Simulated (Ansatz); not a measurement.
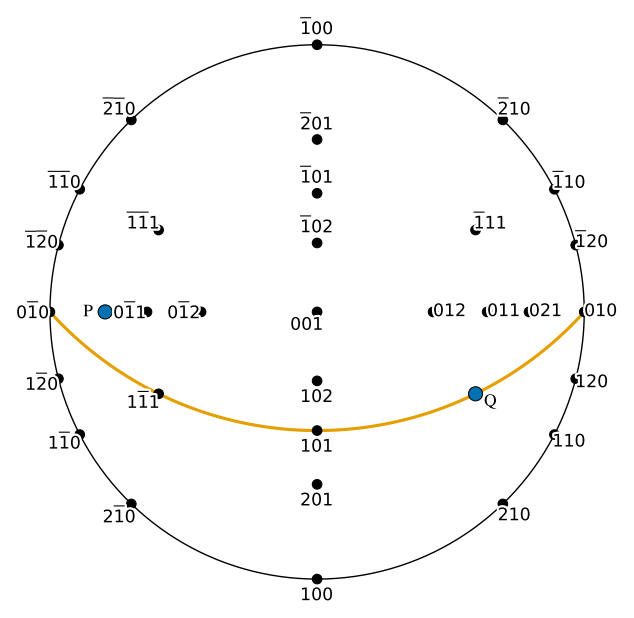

For I, the input geometry of an electronic-structure calculation (not necessarily at equilibrium): stereographic projection of plane normals (upper hemisphere) centred on (0 0 1). Geometry calculated from the standardised cell; symmetry tolerance 0.002 Å.

a = 8.940 Å, b = 4.620 Å, c = 9.889 Å, α = 90.00°, β = 90.00°, γ = 90.00°.

Question: Index the poles marked P, Q.

Answer: P is (0 −2 1), 76.9° from the centre; Q is (1 1 1), 67.5° from the centre.

Question: Which zone does the coloured great circle trace?

Answer: The zone [1 0 −1]: its poles satisfy h − l = 0.

Question: What is the angle between the normals of (1 1 1) and (2 0 1), and what are their d_hkl = 1/|g|?

Answer: 57.0°; d = 3.791 Å and 4.073 Å.
